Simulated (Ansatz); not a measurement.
# CH₄Cl₂FGe: geometry relaxation

System: CH₄Cl₂FGe, multiplicity 2.
Method: UKS PBE/def2-SVP (Ansatz 0.2.0).

It belongs to a series of runs on one base structure; here: end point B relaxed. Figures and captions count atoms from 1; the log counts them from 0 in places.

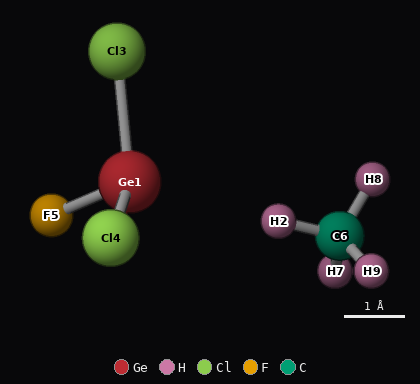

Fig. 1: The input geometry (ball-and-stick view, seen at a tilt; atoms are numbered from 1 in the order of the input). Sticks mark near contacts. Bond lengths as drawn: Cl–Ge 2.19 Å, C–H 1.11 Å and F–Ge 1.76 Å.

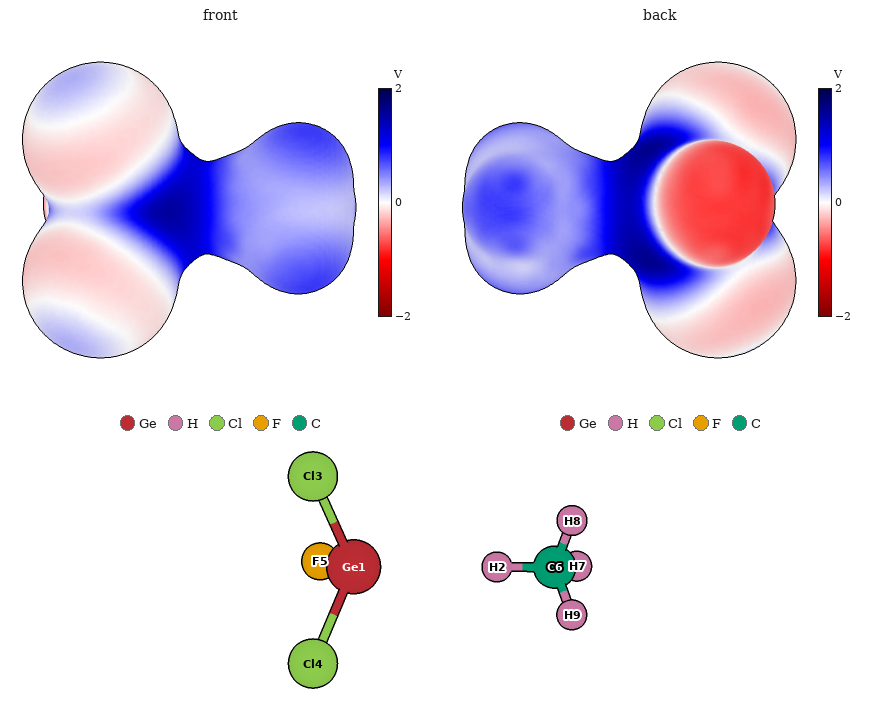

Fig. 2: The electrostatic potential painted on the density surface at 0.002 e/bohr³, seen face on and from behind; the colour scale runs from red (negative) to blue (positive). The bare structure is drawn below in the same view.

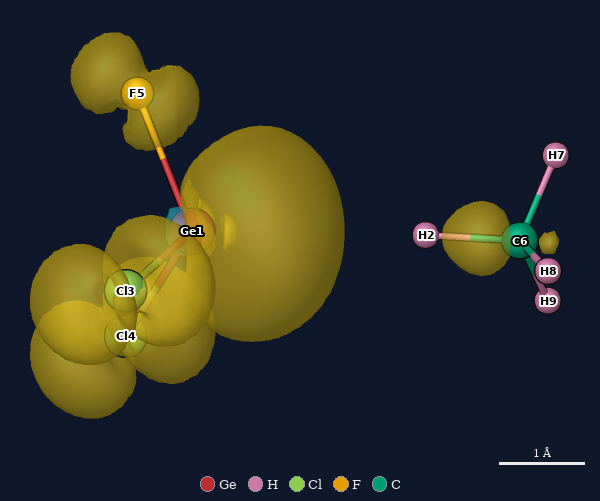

Fig. 3: Isosurfaces of the spin density (α minus β) at +0.02 (yellow) and −0.02 e/Å³ (cyan), seen from the side. The unpaired spin (1 electron) lies mostly on Ge1 (about 0.5), Cl3 (about 0.2), Cl4 (about 0.2) and F5 (about 0.1), in electrons by Hirshfeld's partition.

The input and output of the run follow.

## Input file
```yaml
crystal:
  periodic: [false, false, false]
  atoms:
    - { symbol: Ge, position_ang: [0.016426, 0.027154, -0.375133] }
    - { symbol: H, position_ang: [-0.013681, -0.022796, 2.375297] }
    - { symbol: Cl, position_ang: [2.076822, -0.002302, -1.118443] }
    - { symbol: Cl, position_ang: [-1.037679, 1.797863, -1.118135] }
    - { symbol: F, position_ang: [-0.792361, -1.37201, -1.077287] }
    - { symbol: C, position_ang: [-0.001254, -0.001965, 3.485812] }
    - { symbol: H, position_ang: [-0.560185, -0.875239, 3.869689] }
    - { symbol: H, position_ang: [1.046491, -0.042646, 3.83646] }
    - { symbol: H, position_ang: [-0.477879, 0.93244, 3.83524] }
magnetization:
  spin_polarized: true
  initial_magnetization: 1
basis:
  gaussian: { orbitals: def2-SVP }
hamiltonian:
  xc: pbe
relax:
  f_tol: 0.03
  max_steps: 50
output:
  orbitals: {}
```

Run as:
```bash
ansatz run input.yaml --threads 4 --pin off --max-ram 5120MiB --backend cpu --events-out ev --progress --plain --runs-dir out
```

## Output
```
The last accepted step is kept in [file] (removed where the run ends without a failure and the disk answers)
Engine: ansatz 0.2.0, aarch64-unknown-linux-gnu
Functional definition: PBE
  parameter kappa = 0.804
  parameter beta = 0.06672455060314922
  exchange = pbe_x(kappa = kappa, mu = beta*pi^2/3)
  correlation = pbe_c(beta = beta)
1279 factors; their error is unknown
mean field evaluation 1: about -85335.9377 eV, gradient 4.4e1 eV
mean field evaluation 2: about -85299.8674 eV, gradient 1.1e2 eV
mean field evaluation 4: about -85344.0969 eV, gradient 5.7e0 eV
mean field evaluation 8: about -85344.2295 eV, gradient 1.9e-1 eV
mean field evaluation 16: about -85344.1510 eV, gradient 1.1e-4 eV
mean field -85344.15098367 eV, -3136.3397003065 hartree, gradient 3.2e-5 eV, S^2 0.751603; 0 other end points of the search recorded, 0 dependent functions left out
the calculation of the forces begins
reference -85344.15102184 eV, -3136.3397017094 hartree; 43, 42 occupied and 73, 74 virtual orbitals, 1279 factors
relax step   1: F+E_penalty+E_count = -85344.15098367 eV  Δ(F+E_penalty+E_count) = +0.000e0 eV  max|allowed force component| = 2.106e-2 eV/Å  Δτ_max = 0.0000 Å  (32 SCF iters, accepted)
Total energy: -85344.15102184 eV, -3136.3397017094 hartree
Atom 0 at     0.016426     0.027154    -0.375133 Å, force     0.005448     0.009411    -0.021062 eV/Å
Atom 1 at    -0.013681    -0.022796     2.375297 Å, force    -0.001533    -0.002694     0.016233 eV/Å
Atom 2 at     2.076822    -0.002302    -1.118443 Å, force     0.003927    -0.001343    -0.004894 eV/Å
Atom 3 at    -1.037679     1.797863    -1.118135 Å, force    -0.003119     0.002737    -0.004886 eV/Å
Atom 4 at    -0.792361    -1.372010    -1.077287 Å, force    -0.003674    -0.006346     0.000127 eV/Å
Atom 5 at    -0.001254    -0.001965     3.485812 Å, force    -0.000378    -0.000484     0.020304 eV/Å
Atom 6 at    -0.560185    -0.875239     3.869689 Å, force    -0.000023    -0.000177    -0.000997 eV/Å
Atom 7 at     1.046491    -0.042646     3.836460 Å, force     0.001234    -0.001573    -0.002359 eV/Å
Atom 8 at    -0.477879     0.932440     3.835240 Å, force    -0.001883     0.000471    -0.002465 eV/Å
Dipole moment:     0.045914     0.079406     0.357388 e Å
```

## Key numbers

```json
{"quantity": "outcome", "value": "converged"}
{"quantity": "total energy", "value": "−85344.1510 eV"}
{"quantity": "mean-field energy", "value": "−85344.1510 eV"}
{"quantity": "⟨S²⟩", "value": "0.752"}
{"quantity": "largest force (length of the vector)", "value": "0.024 eV/Å"}
{"quantity": "hardware", "value": "4 threads of Arm Neoverse V2, 24 GiB of memory available, shared host"}
{"quantity": "wall time", "value": "2.3 s (CPU time 7.9 s)"}
{"quantity": "peak memory", "value": "0.17 GiB"}
```

## Notes

The input already met the tolerances, so nothing moved. 
